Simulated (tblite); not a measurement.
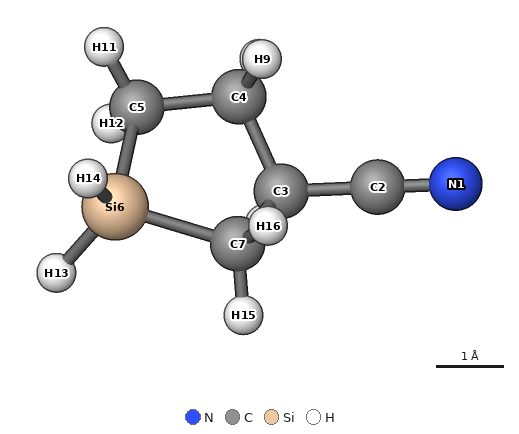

The input geometry (ball-and-stick view, seen at a tilt; atoms are numbered from 1 in the order of the input). Bond lengths as drawn: C–C 1.45 to 1.55 Å, C–H 1.08 to 1.11 Å, C–N 1.18 Å, C–Si 1.91 to 1.92 Å and H–Si 1.47 to 1.48 Å.

Geometry relaxation, with input and output: C₅H₉NSi

System: C₅H₉NSi.
Method: GFN2-xTB geometry optimisation, gas phase (tblite 0.8.0).

## The input
```
{"job": {"xc": "GFN2-xTB", "basis": "xTB", "kind": "relax"}, "charge": 0, "multiplicity": 1}
N      3.522600    -0.405000     0.366700
C      2.402600    -0.286600     0.027200
C      1.013900    -0.153800    -0.378700
C      0.386600     1.168200     0.145200
C     -1.121300     1.141000    -0.159700
Si    -1.664800    -0.675700     0.083000
C      0.141400    -1.318600     0.141300
H      0.967400    -0.130200    -1.475900
H      0.541200     1.231900     1.241500
H      0.860200     2.040200    -0.287600
H     -1.680700     1.826100     0.475600
H     -1.292100     1.415900    -1.211500
H     -2.392100    -1.182800    -1.092600
H     -2.341800    -0.881700     1.381500
H      0.262000    -2.212900    -0.463600
H      0.387200    -1.567000     1.196000
```

The first line tells a small driver script what to run in tblite; the rest is the geometry in Å.

Run on 1 CPU thread, shared host.

Command:
```bash
OMP_NUM_THREADS=1 python <driver script> task.json out
```

## What the program printed
```
step      E/eV     max force
  0    -541.50003    3.800
  1    -541.21058   12.237
  2    -541.58193    1.055
  3    -541.59418    0.483
  4    -541.61317    0.683
  5    -541.61785    0.430
  6    -541.62253    0.152
  7    -541.62516    0.274
  8    -541.62789    0.293
  9    -541.62896    0.145
 10    -541.62954    0.078
 11    -541.63005    0.146
 12    -541.63059    0.141
 13    -541.63092    0.071
 14    -541.63111    0.038
 15    -541.63128    0.080
 16    -541.63145    0.096
 17    -541.63158    0.062
 18    -541.63166    0.024
 19    -541.63173    0.039
 20    -541.63180    0.053
 21    -541.63186    0.044
 22    -541.63190    0.014
 23    -541.63192    0.016
 24    -541.63194    0.026
 25    -541.63197    0.028
 26    -541.63198    0.014
 27    -541.63199    0.006
 28    -541.63200    0.009
 29    -541.63200    0.010
 30    -541.63201    0.008
 31    -541.63201    0.006
 32    -541.63202    0.006
 33    -541.63202    0.006
 34    -541.63202    0.005
 35    -541.63203    0.006
 36    -541.63203    0.010
 37    -541.63203    0.008
 38    -541.63204    0.004
 39    -541.63204    0.003
 40    -541.63204    0.007
 41    -541.63204    0.011
 42    -541.63205    0.009
 43    -541.63205    0.004
 44    -541.63205    0.004
 45    -541.63205    0.007
 46    -541.63206    0.010
 47    -541.63206    0.007
 48    -541.63206    0.004
 49    -541.63206    0.004
 50    -541.63206    0.006
 51    -541.63206    0.007
 52    -541.63206    0.003
 53    -541.63207    0.002
```

## Trajectory as extended XYZ (Å, eV, eV/Å), 12 frames, from step=0 to step=53
```
16
Properties=species:S:1:pos:R:3:forces:R:3 step=0 energy=-541.50003
N     3.5226   -0.4050    0.3667   -3.6250   0.3850  -1.0730
C     2.4026   -0.2866    0.0272    2.9640  -0.3520   0.8980
C     1.0139   -0.1538   -0.3787   -0.0730   0.2040   0.3470
C     0.3866    1.1682    0.1452   -0.1790  -0.3160   0.5750
C    -1.1213    1.1410   -0.1597    0.0790  -0.2840  -0.2530
Si   -1.6648   -0.6757    0.0830    0.1240   0.0740   0.1480
C     0.1414   -1.3186    0.1413   -0.1630   0.0670   0.4330
H     0.9674   -0.1302   -1.4759    0.0930  -0.0730   0.0760
H     0.5412    1.2319    1.2415   -0.0810  -0.1240  -0.4540
H     0.8602    2.0402   -0.2876    0.1760   0.1380  -0.2010
H    -1.6807    1.8261    0.4756    0.1780   0.1130  -0.1500
H    -1.2921    1.4159   -1.2115    0.0630   0.1380   0.3480
H    -2.3921   -1.1828   -1.0926    0.0100   0.0100   0.1980
H    -2.3418   -0.8817    1.3815    0.0480  -0.0270  -0.3100
H     0.2620   -2.2129   -0.4636    0.2650  -0.0570   0.0890
H     0.3872   -1.5670    1.1960    0.1190   0.1040  -0.6730
16
Properties=species:S:1:pos:R:3:forces:R:3 step=4 energy=-541.61317
N     3.4760   -0.4003    0.3537    0.4550  -0.0560   0.1390
C     2.3891   -0.2872    0.0278   -0.6740   0.0640  -0.0930
C     1.0063   -0.1478   -0.3633   -0.1610  -0.0070  -0.0690
C     0.3832    1.1630    0.1526   -0.0300  -0.0210   0.0310
C    -1.1167    1.1292   -0.1618    0.0380   0.0750  -0.0290
Si   -1.6581   -0.6741    0.0879    0.0190  -0.0130  -0.0350
C     0.1353   -1.3145    0.1446    0.0260  -0.0180  -0.0070
H     0.9750   -0.1350   -1.4602    0.0070  -0.0110  -0.0120
H     0.5361    1.2235    1.2315   -0.0270  -0.0320   0.0490
H     0.8650    2.0350   -0.2938    0.0370  -0.0300  -0.0440
H    -1.6645    1.8314    0.4619    0.0660   0.0860   0.0040
H    -1.2864    1.4282   -1.1964    0.0480   0.0680  -0.0160
H    -2.3911   -1.1822   -1.0756   -0.0290  -0.0260   0.0800
H    -2.3415   -0.8848    1.3625   -0.0670  -0.0490  -0.0200
H     0.2820   -2.2108   -0.4529    0.1540  -0.0240  -0.0130
H     0.4024   -1.5647    1.1701    0.1390  -0.0080   0.0340
16
Properties=species:S:1:pos:R:3:forces:R:3 step=9 energy=-541.62896
N     3.4551   -0.4004    0.3520   -0.0970   0.0010   0.0320
C     2.3605   -0.2857    0.0368    0.1420  -0.0110  -0.0290
C     0.9865   -0.1479   -0.3687    0.0460  -0.0030  -0.0010
C     0.3787    1.1624    0.1553    0.0030  -0.0170  -0.0270
C    -1.1163    1.1398   -0.1645   -0.0230  -0.0050   0.0090
Si   -1.6545   -0.6726    0.0885   -0.0090   0.0040   0.0170
C     0.1381   -1.3231    0.1464    0.0190   0.0140  -0.0080
H     0.9716   -0.1369   -1.4661   -0.0590   0.0080   0.0070
H     0.5294    1.2153    1.2370   -0.0080  -0.0080  -0.0380
H     0.8732    2.0245   -0.2989    0.0130  -0.0090   0.0420
H    -1.6497    1.8519    0.4608   -0.0110   0.0300  -0.0090
H    -1.2748    1.4457   -1.1996    0.0050   0.0160   0.0070
H    -2.3999   -1.1901   -1.0599   -0.0170  -0.0190   0.0090
H    -2.3552   -0.8955    1.3530   -0.0190  -0.0110  -0.0100
H     0.3170   -2.2144   -0.4528    0.0070   0.0010   0.0180
H     0.4328   -1.5641    1.1694    0.0080   0.0080  -0.0170
16
Properties=species:S:1:pos:R:3:forces:R:3 step=14 energy=-541.63111
N     3.4522   -0.4029    0.3659   -0.0260  -0.0010   0.0040
C     2.3655   -0.2853    0.0273   -0.0010  -0.0010   0.0100
C     0.9889   -0.1479   -0.3733   -0.0030   0.0080  -0.0170
C     0.3785    1.1599    0.1527    0.0150   0.0140   0.0140
C    -1.1180    1.1422   -0.1646    0.0190  -0.0030  -0.0080
Si   -1.6543   -0.6724    0.0901    0.0100   0.0030   0.0000
C     0.1419   -1.3219    0.1456   -0.0020   0.0010   0.0040
H     0.9577   -0.1355   -1.4691   -0.0080   0.0020  -0.0310
H     0.5268    1.2106    1.2331    0.0050  -0.0220   0.0300
H     0.8779    2.0229   -0.2922    0.0020   0.0200  -0.0040
H    -1.6485    1.8605    0.4582    0.0100  -0.0200  -0.0060
H    -1.2732    1.4514   -1.1992   -0.0130  -0.0100  -0.0080
H    -2.4046   -1.1957   -1.0539    0.0050  -0.0050   0.0100
H    -2.3625   -0.9003    1.3501    0.0040  -0.0010  -0.0070
H     0.3239   -2.2152   -0.4497   -0.0150   0.0000   0.0000
H     0.4402   -1.5614    1.1674   -0.0010   0.0160   0.0090
16
Properties=species:S:1:pos:R:3:forces:R:3 step=19 energy=-541.63173
N     3.4471   -0.4044    0.3730    0.0280  -0.0060   0.0110
C     2.3641   -0.2853    0.0244   -0.0370   0.0020  -0.0130
C     0.9889   -0.1463   -0.3789   -0.0120  -0.0010  -0.0020
C     0.3814    1.1609    0.1535   -0.0120  -0.0060  -0.0070
C    -1.1148    1.1420   -0.1662   -0.0050   0.0010   0.0020
Si   -1.6522   -0.6716    0.0907   -0.0030  -0.0040  -0.0040
C     0.1435   -1.3199    0.1454   -0.0060   0.0050  -0.0030
H     0.9514   -0.1340   -1.4752    0.0110   0.0060   0.0070
H     0.5278    1.2035    1.2359    0.0060  -0.0070  -0.0190
H     0.8798    2.0268   -0.2883    0.0000  -0.0020   0.0170
H    -1.6463    1.8586    0.4565   -0.0010   0.0010   0.0070
H    -1.2745    1.4499   -1.2007    0.0150  -0.0080   0.0000
H    -2.4046   -1.1989   -1.0498    0.0060  -0.0010  -0.0020
H    -2.3635   -0.9018    1.3479    0.0050   0.0040   0.0080
H     0.3219   -2.2152   -0.4479    0.0000   0.0020   0.0050
H     0.4424   -1.5555    1.1683    0.0060   0.0130  -0.0050
16
Properties=species:S:1:pos:R:3:forces:R:3 step=24 energy=-541.63194
N     3.4439   -0.4057    0.3755   -0.0240   0.0000  -0.0090
C     2.3618   -0.2857    0.0231    0.0250  -0.0030   0.0080
C     0.9873   -0.1457   -0.3819    0.0090   0.0000  -0.0020
C     0.3807    1.1603    0.1528    0.0040  -0.0030   0.0030
C    -1.1151    1.1418   -0.1662   -0.0020  -0.0010   0.0020
Si   -1.6527   -0.6717    0.0908   -0.0040   0.0020   0.0040
C     0.1427   -1.3184    0.1447    0.0050   0.0010  -0.0030
H     0.9518   -0.1322   -1.4778    0.0010   0.0000  -0.0050
H     0.5292    1.1986    1.2344   -0.0050  -0.0040   0.0090
H     0.8802    2.0281   -0.2837   -0.0050  -0.0020  -0.0020
H    -1.6460    1.8583    0.4570   -0.0050   0.0060  -0.0060
H    -1.2718    1.4478   -1.2016   -0.0020   0.0040   0.0010
H    -2.4032   -1.2008   -1.0495   -0.0010  -0.0020  -0.0070
H    -2.3622   -0.9011    1.3492    0.0020   0.0030   0.0060
H     0.3211   -2.2151   -0.4460    0.0020  -0.0040   0.0010
H     0.4446   -1.5496    1.1676   -0.0020   0.0040  -0.0010
16
Properties=species:S:1:pos:R:3:forces:R:3 step=28 energy=-541.63200
N     3.4433   -0.4067    0.3762    0.0080  -0.0030   0.0010
C     2.3619   -0.2860    0.0226   -0.0070   0.0000  -0.0030
C     0.9876   -0.1454   -0.3832   -0.0020   0.0000   0.0010
C     0.3806    1.1597    0.1534   -0.0030  -0.0010   0.0000
C    -1.1154    1.1417   -0.1659    0.0000   0.0020  -0.0020
Si   -1.6534   -0.6717    0.0911    0.0040   0.0000  -0.0020
C     0.1429   -1.3178    0.1439    0.0010  -0.0020   0.0000
H     0.9523   -0.1316   -1.4793    0.0000   0.0020   0.0020
H     0.5287    1.1963    1.2353   -0.0020  -0.0020  -0.0010
H     0.8794    2.0280   -0.2826   -0.0020   0.0000   0.0030
H    -1.6468    1.8593    0.4558    0.0000   0.0000  -0.0010
H    -1.2713    1.4478   -1.2014   -0.0010   0.0000  -0.0020
H    -2.4027   -1.2016   -1.0503    0.0010   0.0020   0.0040
H    -2.3612   -0.9002    1.3510    0.0030   0.0020  -0.0010
H     0.3215   -2.2157   -0.4450    0.0020  -0.0010  -0.0010
H     0.4449   -1.5470    1.1671   -0.0020   0.0000   0.0010
16
Properties=species:S:1:pos:R:3:forces:R:3 step=33 energy=-541.63202
N     3.4434   -0.4080    0.3756   -0.0050  -0.0010  -0.0040
C     2.3619   -0.2863    0.0223    0.0040   0.0000   0.0020
C     0.9875   -0.1454   -0.3833    0.0020   0.0010   0.0000
C     0.3799    1.1593    0.1537    0.0020   0.0010   0.0000
C    -1.1157    1.1419   -0.1665    0.0000  -0.0010  -0.0010
Si   -1.6527   -0.6716    0.0909   -0.0030   0.0000   0.0000
C     0.1432   -1.3181    0.1436    0.0010   0.0020   0.0010
H     0.9524   -0.1308   -1.4793   -0.0010   0.0000   0.0000
H     0.5273    1.1948    1.2357   -0.0030   0.0010   0.0010
H     0.8786    2.0281   -0.2813    0.0030   0.0020   0.0020
H    -1.6471    1.8599    0.4549    0.0000  -0.0020   0.0000
H    -1.2715    1.4479   -1.2021    0.0010  -0.0010  -0.0020
H    -2.4024   -1.2015   -1.0496   -0.0030  -0.0020  -0.0020
H    -2.3594   -0.8990    1.3512    0.0010   0.0000   0.0020
H     0.3225   -2.2162   -0.4448    0.0010   0.0020   0.0020
H     0.4444   -1.5461    1.1674    0.0010  -0.0030   0.0000
16
Properties=species:S:1:pos:R:3:forces:R:3 step=38 energy=-541.63204
N     3.4435   -0.4099    0.3741    0.0030   0.0000   0.0000
C     2.3620   -0.2864    0.0219   -0.0020   0.0000  -0.0020
C     0.9876   -0.1447   -0.3831   -0.0010   0.0000   0.0010
C     0.3796    1.1595    0.1541   -0.0010   0.0000   0.0020
C    -1.1158    1.1419   -0.1677    0.0010   0.0000   0.0000
Si   -1.6527   -0.6716    0.0905    0.0010  -0.0010   0.0000
C     0.1435   -1.3177    0.1438   -0.0010  -0.0010   0.0000
H     0.9519   -0.1302   -1.4792    0.0010   0.0000   0.0010
H     0.5248    1.1936    1.2364    0.0010   0.0010   0.0020
H     0.8791    2.0291   -0.2788    0.0000  -0.0010   0.0010
H    -1.6475    1.8597    0.4537   -0.0020   0.0000  -0.0030
H    -1.2712    1.4477   -1.2034    0.0030   0.0000   0.0000
H    -2.4034   -1.2020   -1.0494    0.0000  -0.0010   0.0020
H    -2.3574   -0.8977    1.3523   -0.0010   0.0000   0.0000
H     0.3238   -2.2159   -0.4442   -0.0020   0.0010  -0.0030
H     0.4443   -1.5463    1.1675    0.0010   0.0030   0.0000
16
Properties=species:S:1:pos:R:3:forces:R:3 step=43 energy=-541.63205
N     3.4439   -0.4111    0.3726   -0.0010   0.0010  -0.0020
C     2.3622   -0.2867    0.0213    0.0020  -0.0010   0.0030
C     0.9875   -0.1444   -0.3826    0.0010   0.0010   0.0000
C     0.3793    1.1596    0.1551    0.0000   0.0000   0.0000
C    -1.1156    1.1416   -0.1685   -0.0010   0.0000   0.0010
Si   -1.6526   -0.6717    0.0904   -0.0010   0.0010   0.0010
C     0.1436   -1.3176    0.1438    0.0000   0.0010  -0.0010
H     0.9517   -0.1296   -1.4787   -0.0010   0.0030   0.0000
H     0.5235    1.1935    1.2376    0.0010  -0.0020   0.0000
H     0.8793    2.0292   -0.2769   -0.0010   0.0010   0.0000
H    -1.6486    1.8594    0.4517   -0.0010   0.0020   0.0000
H    -1.2696    1.4473   -1.2045    0.0020  -0.0020  -0.0010
H    -2.4044   -1.2027   -1.0485    0.0000  -0.0010   0.0010
H    -2.3566   -0.8970    1.3528   -0.0010   0.0000  -0.0010
H     0.3239   -2.2153   -0.4449    0.0000  -0.0010   0.0020
H     0.4448   -1.5457    1.1677   -0.0010  -0.0030  -0.0020
16
Properties=species:S:1:pos:R:3:forces:R:3 step=48 energy=-541.63206
N     3.4446   -0.4118    0.3710    0.0000   0.0010   0.0010
C     2.3624   -0.2868    0.0212   -0.0010   0.0020  -0.0030
C     0.9877   -0.1439   -0.3822   -0.0010   0.0000   0.0000
C     0.3792    1.1597    0.1561    0.0000   0.0000   0.0000
C    -1.1155    1.1417   -0.1690    0.0010   0.0000   0.0000
Si   -1.6526   -0.6715    0.0907    0.0000  -0.0010   0.0010
C     0.1437   -1.3173    0.1436   -0.0010  -0.0020   0.0010
H     0.9512   -0.1282   -1.4783    0.0020   0.0000   0.0010
H     0.5227    1.1929    1.2387    0.0000   0.0000   0.0000
H     0.8792    2.0295   -0.2754    0.0000   0.0010   0.0010
H    -1.6497    1.8599    0.4497    0.0020   0.0020  -0.0020
H    -1.2675    1.4461   -1.2056   -0.0010  -0.0010   0.0000
H    -2.4051   -1.2035   -1.0472    0.0000   0.0000  -0.0010
H    -2.3565   -0.8965    1.3531   -0.0010   0.0000   0.0010
H     0.3238   -2.2150   -0.4450    0.0000   0.0000  -0.0020
H     0.4449   -1.5462    1.1672    0.0000  -0.0010   0.0010
16
Properties=species:S:1:pos:R:3:forces:R:3 step=53 energy=-541.63207
N     3.4448   -0.4119    0.3701    0.0020   0.0010   0.0000
C     2.3625   -0.2865    0.0207   -0.0020  -0.0010   0.0010
C     0.9876   -0.1437   -0.3820    0.0000   0.0000   0.0000
C     0.3791    1.1597    0.1567    0.0000  -0.0010   0.0000
C    -1.1154    1.1415   -0.1693    0.0000   0.0000   0.0000
Si   -1.6527   -0.6715    0.0911    0.0010   0.0000   0.0000
C     0.1436   -1.3175    0.1436    0.0000   0.0010  -0.0010
H     0.9513   -0.1273   -1.4780   -0.0010  -0.0020   0.0000
H     0.5222    1.1924    1.2393   -0.0010   0.0000   0.0000
H     0.8792    2.0299   -0.2741    0.0000  -0.0010   0.0010
H    -1.6496    1.8607    0.4482    0.0000   0.0000   0.0000
H    -1.2667    1.4449   -1.2063    0.0000  -0.0010   0.0000
H    -2.4053   -1.2040   -1.0466    0.0010   0.0010   0.0000
H    -2.3567   -0.8960    1.3537    0.0000   0.0000   0.0000
H     0.3237   -2.2149   -0.4456    0.0000   0.0010   0.0000
H     0.4448   -1.5469    1.1672    0.0000   0.0000  -0.0010
```

## Results in brief

- outcome: converged
- total energy: −541.6321 eV
- peak memory: 0.18 GiB
